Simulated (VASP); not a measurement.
Band structure of Os (hcp). Calculation: vdW-DF-cx, VASP's PBE PAW potentials (set 64) (plane waves; VASP).

Unless said otherwise, spin-orbit coupling is left out, though it shifts the bands of the heavy elements here.

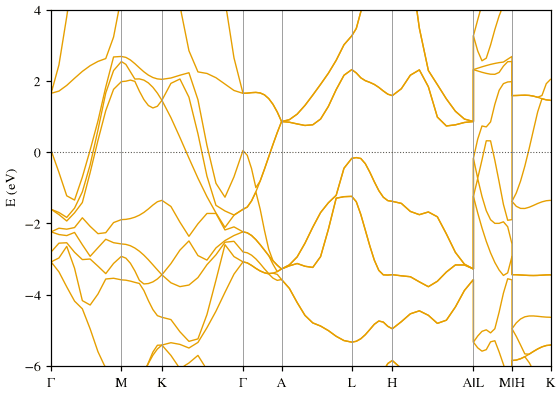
*Bands along high-symmetry lines, zero at the valence-band maximum or, without a gap, the Fermi level*

**Question.** Read the plot: is there a gap, and where are the band edges?

**Answer.** It has no gap at this level: it comes out as a metal or semimetal. (Edges off the drawn lines would not show.)

The compound is Os in the hcp structure. It was relaxed first.
